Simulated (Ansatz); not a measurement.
# Geometry relaxation, with input and output: Sn₆S₆ (part 1 of 2)

- system: Sn₆S₆
- method: RKS PBE-D4/def2-SVP (Ansatz 0.2.0)

The geometry: GFN1-xTB start. Figures and captions count atoms from 1; the log counts them from 0 in places.

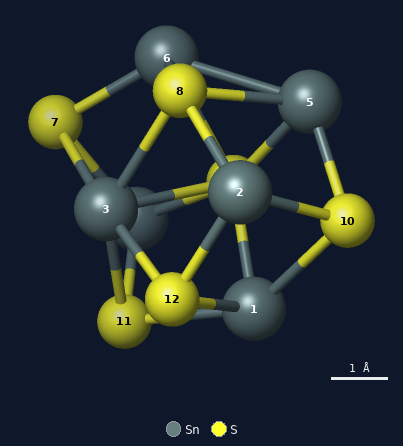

Fig. 1: The input geometry (ball-and-stick view, seen at a tilt; atoms are numbered from 1 in the order of the input). Sticks mark near contacts.

## Results in brief

| quantity | value |
| --- | --- |
| outcome | converged |
| total energy | −99969.9585 eV |
| mean-field energy | −99968.2065 eV |
| dispersion energy | −1.7520 eV |
| HOMO | −5.17 eV |
| LUMO | −3.13 eV |
| largest force (length of the vector) at the end | 0.006 eV/Å |
| dipole moment | 1.86 D |
| hardware | 4 threads of Arm Neoverse V2, 23 GiB of memory available, shared host |
| wall time | 73 s (CPU time 4.7 min) |
| peak memory | 0.78 GiB |

## The input
```yaml
crystal:
  periodic: [false, false, false]
  atoms:
    - {symbol: Sn, position_ang: [-0.542630, 2.064100, -0.974490]}
    - {symbol: Sn, position_ang: [-0.570430, 1.432430, 2.632030]}
    - {symbol: Sn, position_ang: [1.623930, -0.045890, 0.185220]}
    - {symbol: Sn, position_ang: [0.867940, -1.128790, -2.847140]}
    - {symbol: Sn, position_ang: [-2.399940, -0.749940, 0.983940]}
    - {symbol: Sn, position_ang: [-0.211530, -2.693580, 0.158180]}
    - {symbol: S, position_ang: [1.945090, -2.542560, -1.019910]}
    - {symbol: S, position_ang: [-0.089740, -1.048900, 2.160050]}
    - {symbol: S, position_ang: [-0.848550, -0.514880, -1.033860]}
    - {symbol: S, position_ang: [-2.450090, 1.712530, 0.939690]}
    - {symbol: S, position_ang: [1.664650, 1.113830, -2.172660]}
    - {symbol: S, position_ang: [1.011310, 2.401650, 0.988960]}
basis:
  gaussian: {orbitals: def2-SVP}
hamiltonian: {xc: pbe, dispersion: d4}
scf: {lower_state_search: "off"}
output: {orbitals: {seedname: orbitals}}
relax: {f_tol: 0.03, max_steps: 70}
```

Launched with:
```bash
ansatz run in.yaml --threads 4 --pin off --events-out ev --progress --plain --max-ram 6963MiB
```

## Log
```
Functional definition: PBE
  name "PBE"
  cite "Perdew, Burke & Ernzerhof, Phys. Rev. Lett. 77, 3865 (1996) doi:10.1103/PhysRevLett.77.3865"
  parent pbe
  parameter kappa = 0.804
  parameter beta = 0.06672455060314922
  exchange = pbe_x(kappa = kappa, mu = beta*pi^2/3)
  correlation = pbe_c(beta = beta)
these checks for a lower state are left out or cut short: stability, starts, cluster_reference, orbital_swaps, neighbouring_geometries, increment
2976 factors; their error is unknown
mean field evaluation 1: about -99960.9072 eV, gradient 4.1e1 eV
mean field evaluation 2: about -99891.7352 eV, gradient 1.4e2 eV
mean field evaluation 4: about -99965.7013 eV, gradient 1.3e1 eV
mean field evaluation 8: about -99966.2768 eV, gradient 4.5e-1 eV
mean field evaluation 16: about -99966.1538 eV, gradient 1.1e-2 eV
mean field -99966.15377666 eV, -3673.6883917996 hartree, gradient 3.0e-6 eV, S^2 0.000000; 0 other end points of the search recorded, 0 dependent functions left out
the calculation of the forces begins
reference -99966.15382518 eV, -3673.6883935824 hartree; 114, 114 occupied and 150, 150 virtual orbitals, 2976 factors
relax step   1: F+E_penalty+E_count = -99967.87776128 eV  Δ(F+E_penalty+E_count) = +0.000e0 eV  max|allowed force component| = 2.500e0 eV/Å  Δτ_max = 0.0000 Å  (25 SCF iters, accepted)
these checks for a lower state are left out or cut short: stability, starts, cluster_reference, orbital_swaps, neighbouring_geometries, increment
2976 factors; their error is unknown
mean field evaluation 32: about -99967.6649 eV, gradient 8.1e-2 eV
mean field -99967.66491568 eV, -3673.7439251341 hartree, gradient 1.1e-6 eV, S^2 0.000000; 0 other end points of the search recorded, 0 dependent functions left out
the calculation of the forces begins
reference -99967.66496550 eV, -3673.7439269650 hartree; 114, 114 occupied and 150, 150 virtual orbitals, 2976 factors
relax step   2: F+E_penalty+E_count = -99969.35918525 eV  Δ(F+E_penalty+E_count) = -1.481e0 eV  max|allowed force component| = 8.182e-1 eV/Å  Δτ_max = 0.1950 Å  (27 SCF iters, accepted)
these checks for a lower state are left out or cut short: stability, starts, cluster_reference, orbital_swaps, neighbouring_geometries, increment
2976 factors; their error is unknown
mean field -99967.87921956 eV, -3673.7518006568 hartree, gradient 2.3e-6 eV, S^2 0.000000; 0 other end points of the search recorded, 0 dependent functions left out
the calculation of the forces begins
reference -99967.87926995 eV, -3673.7518025082 hartree; 114, 114 occupied and 150, 150 virtual orbitals, 2976 factors
relax step   3: F+E_penalty+E_count = -99969.58831164 eV  Δ(F+E_penalty+E_count) = -2.291e-1 eV  max|allowed force component| = 4.256e-1 eV/Å  Δτ_max = 0.1191 Å  (22 SCF iters, accepted)
these checks for a lower state are left out or cut short: stability, starts, cluster_reference, orbital_swaps, neighbouring_geometries, increment
2976 factors; their error is unknown
mean field -99968.01724243 eV, -3673.7568729036 hartree, gradient 1.7e-6 eV, S^2 0.000000; 0 other end points of the search recorded, 0 dependent functions left out
the calculation of the forces begins
reference -99968.01729310 eV, -3673.7568747657 hartree; 114, 114 occupied and 150, 150 virtual orbitals, 2976 factors
relax step   4: F+E_penalty+E_count = -99969.76699876 eV  Δ(F+E_penalty+E_count) = -1.787e-1 eV  max|allowed force component| = 3.613e-1 eV/Å  Δτ_max = 0.1999 Å  (26 SCF iters, accepted)
these checks for a lower state are left out or cut short: stability, starts, cluster_reference, orbital_swaps, neighbouring_geometries, increment
2976 factors; their error is unknown
mean field -99968.14864109 eV, -3673.7617017153 hartree, gradient 1.4e-6 eV, S^2 0.000000; 0 other end points of the search recorded, 0 dependent functions left out
the calculation of the forces begins
reference -99968.14869193 eV, -3673.7617035834 hartree; 114, 114 occupied and 150, 150 virtual orbitals, 2976 factors
relax step   5: F+E_penalty+E_count = -99969.89920757 eV  Δ(F+E_penalty+E_count) = -1.322e-1 eV  max|allowed force component| = 1.676e-1 eV/Å  Δτ_max = 0.1999 Å  (26 SCF iters, accepted)
these checks for a lower state are left out or cut short: stability, starts, cluster_reference, orbital_swaps, neighbouring_geometries, increment
2976 factors; their error is unknown
mean field evaluation 64: about -99968.1747 eV, gradient 1.0e-5 eV
mean field -99968.17467837 eV, -3673.7626585677 hartree, gradient 2.5e-6 eV, S^2 0.000000; 0 other end points of the search recorded, 0 dependent functions left out
the calculation of the forces begins
reference -99968.17472913 eV, -3673.7626604331 hartree; 114, 114 occupied and 150, 150 virtual orbitals, 2976 factors
relax step   6: F+E_penalty+E_count = -99969.91743763 eV  Δ(F+E_penalty+E_count) = -1.823e-2 eV  max|allowed force component| = 2.784e-1 eV/Å  Δτ_max = 0.1934 Å  (26 SCF iters, accepted)
these checks for a lower state are left out or cut short: stability, starts, cluster_reference, orbital_swaps, neighbouring_geometries, increment
2976 factors; their error is unknown
mean field -99968.19633623 eV, -3673.7634544793 hartree, gradient 2.4e-6 eV, S^2 0.000000; 0 other end points of the search recorded, 0 dependent functions left out
the calculation of the forces begins
reference -99968.19638707 eV, -3673.7634563475 hartree; 114, 114 occupied and 150, 150 virtual orbitals, 2976 factors
relax step   7: F+E_penalty+E_count = -99969.95020596 eV  Δ(F+E_penalty+E_count) = -3.277e-2 eV  max|allowed force component| = 1.196e-1 eV/Å  Δτ_max = 0.1356 Å  (22 SCF iters, accepted)
these checks for a lower state are left out or cut short: stability, starts, cluster_reference, orbital_swaps, neighbouring_geometries, increment
2976 factors; their error is unknown
mean field -99968.20675772 eV, -3673.7638374620 hartree, gradient 2.7e-6 eV, S^2 0.000000; 0 other end points of the search recorded, 0 dependent functions left out
the calculation of the forces begins
reference -99968.20680865 eV, -3673.7638393336 hartree; 114, 114 occupied and 150, 150 virtual orbitals, 2976 factors
relax step   8: F+E_penalty+E_count = -99969.95666288 eV  Δ(F+E_penalty+E_count) = -6.457e-3 eV  max|allowed force component| = 7.582e-2 eV/Å  Δτ_max = 0.0441 Å  (20 SCF iters, accepted)
these checks for a lower state are left out or cut short: stability, starts, cluster_reference, orbital_swaps, neighbouring_geometries, increment
2976 factors; their error is unknown
mean field -99968.20648366 eV, -3673.7638273905 hartree, gradient 1.1e-6 eV, S^2 0.000000; 0 other end points of the search recorded, 0 dependent functions left out
the calculation of the forces begins
reference -99968.20653455 eV, -3673.7638292605 hartree; 114, 114 occupied and 150, 150 virtual orbitals, 2976 factors
relax step   9: F+E_penalty+E_count = -99969.95848193 eV  Δ(F+E_penalty+E_count) = -1.819e-3 eV  max|allowed force component| = 6.060e-3 eV/Å  Δτ_max = 0.0189 Å  (22 SCF iters, accepted)
```

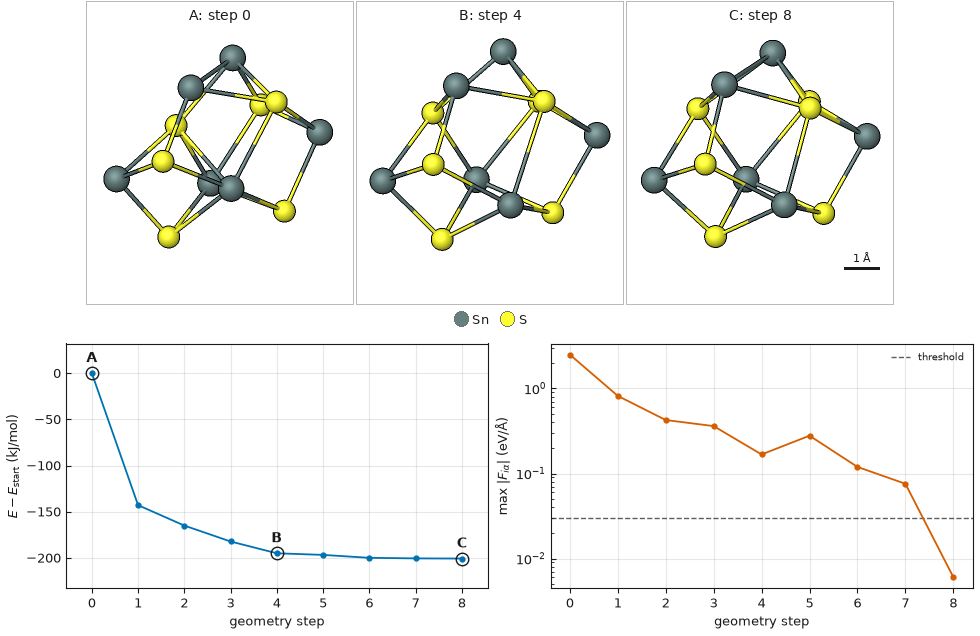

Fig. 2: Frames of the relaxation (ball-and-stick view, seen at a tilt) above the curves, on which the letters mark them (the first geometry is step 0 here and step 1 in the log).

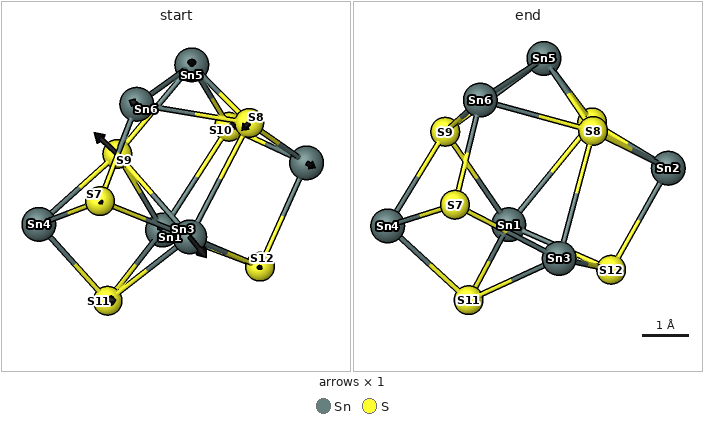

Fig. 3: Before (left) and after (right) the relaxation, at one scale (ball-and-stick view, seen at a tilt). The black arrows give the displacements, at true length. The energy falls by 200.8 kJ/mol in 8 geometry steps. Largest force component: 2.5 eV/Å at the start, 0.0061 eV/Å at the end. The largest move after the best rigid fit is that of S9, 0.74 Å. Largest moves by element: S 0.74 Å, Sn 0.71 Å. Among the contacts that change: Sn3–S9 2.796 → 4.230 Å, Sn5–Sn6 3.041 → 3.339 Å, Sn1–S9 2.598 → 2.890 Å, Sn1–S10 2.725 → 2.935 Å. Bonds break: Sn3–S9 (2.80 → 4.23 Å). Among the angles that change: S7–Sn3–S12 169.9° → 143.1°, S8–Sn3–S11 143.2° → 116.8°, Sn3–S8–Sn5 100.5° → 122.2°. (Atoms are counted from 1 in the order of the input.)

```
Total energy: -99969.95853282 eV, -3673.8282140094 hartree
Atom 0 at    -0.652269     1.956451    -1.056880 Å, force    -0.001792     0.000526     0.004331 eV/Å
Atom 1 at    -0.485001     1.611720     2.783445 Å, force     0.002681     0.004917    -0.001488 eV/Å
Atom 2 at     2.267126     0.062976     0.471252 Å, force    -0.000884     0.001656     0.004687 eV/Å
Atom 3 at     0.875496    -1.127417    -2.924472 Å, force    -0.001830     0.002483     0.000920 eV/Å
Atom 4 at    -2.605506    -0.705009     1.000857 Å, force     0.000352    -0.001076     0.000509 eV/Å
Atom 5 at    -0.252875    -2.867024     0.032150 Å, force    -0.001688     0.001871     0.004092 eV/Å
Atom 6 at     2.006330    -2.467422    -0.988932 Å, force     0.003201    -0.001674    -0.001942 eV/Å
Atom 7 at    -0.005246    -0.970435     1.931707 Å, force     0.002882    -0.003811    -0.001061 eV/Å
Atom 8 at    -1.416912    -0.807438    -1.416007 Å, force    -0.001699    -0.000038    -0.004697 eV/Å
Atom 9 at    -2.541224     1.798564     1.184413 Å, force    -0.001659     0.001097    -0.002873 eV/Å
Atom 10 at     1.790882     1.030708    -1.951554 Å, force     0.001867     0.000108    -0.002665 eV/Å
Atom 11 at     1.019210     2.484326     0.934031 Å, force    -0.001431    -0.006060     0.000188 eV/Å
Dipole moment:    -0.235493    -0.297306     0.082825 e Å
Checks for a lower state left out: stability, starts, cluster_reference, orbital_swaps, neighbouring_geometries, increment
```
